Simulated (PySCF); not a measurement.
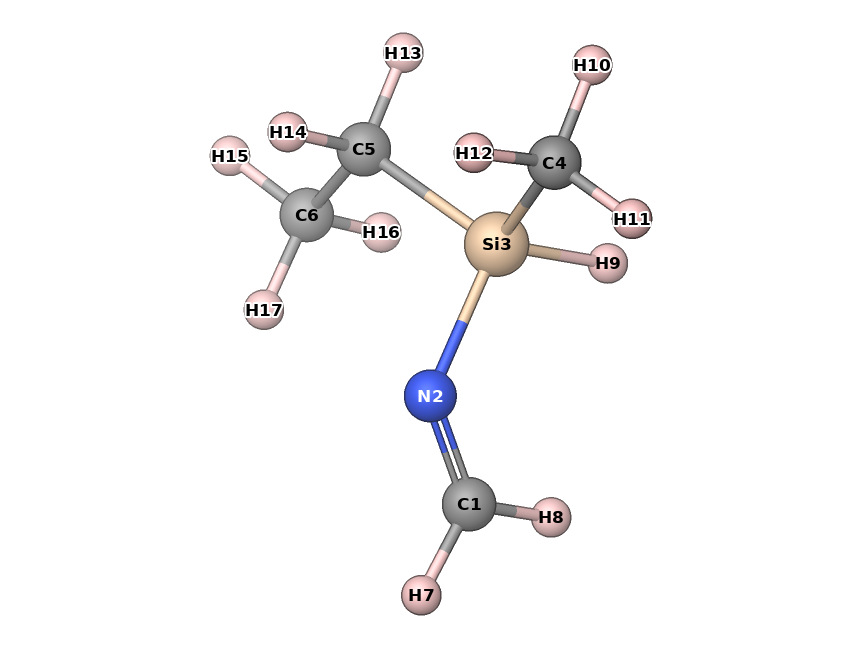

Depth is shown by fading: the farther an atom, the more it takes the colour of the background. Computed geometry: PBE0-D3(BJ)/def2-SVP optimisation. No frequency run is at hand to confirm it as a minimum.

Which atoms or bonds are stereogenic?

Answer. Centres: Si3.

Assign CIP descriptors.

Answer. Si3: R (priorities N2 > C5 > C4 > H9).

Write the isomeric SMILES.

Answer. C=N[Si@H](C)CC
